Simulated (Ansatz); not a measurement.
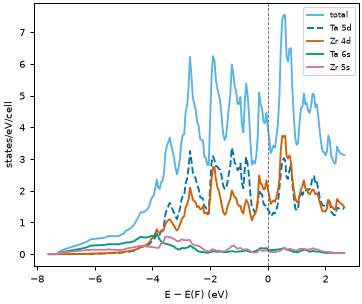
Figure. Total and projected density of states of ZrTa in space group Cmcm (No. 63; Zr on 4c, Ta on 4c), plane-wave PAW r²SCAN (Ansatz code)

Which orbitals carry the states next to the Fermi level?

Within 0.5 eV of the Fermi level: Zr 4d 49 %, Ta 5d 40 %. Projections are on Löwdin-orthogonalised atomic valence shells; empty p or d shells of many metals are not among them.

Where is the tallest occupied peak in this window, and what makes it?

Near -1.9 eV, about 6.3 states/eV per cell; the largest projected share is Ta 5d.

The start of the workflow was typed in or built on a structure type; neither database checked (COD, Materials Project) lists it. Whether it is the stable phase at ambient conditions was not checked. The r²SCAN relaxation kept the symmetry of its start; its stability against distortions is not shown here. No spin polarisation was allowed. Its formation energy is positive at this level, so the cell may be metastable or incomplete. Scalar-relativistic: spin–orbit coupling is off unless named, which matters more the heavier the elements.

Potentials: the later of the program's two PAW sets.
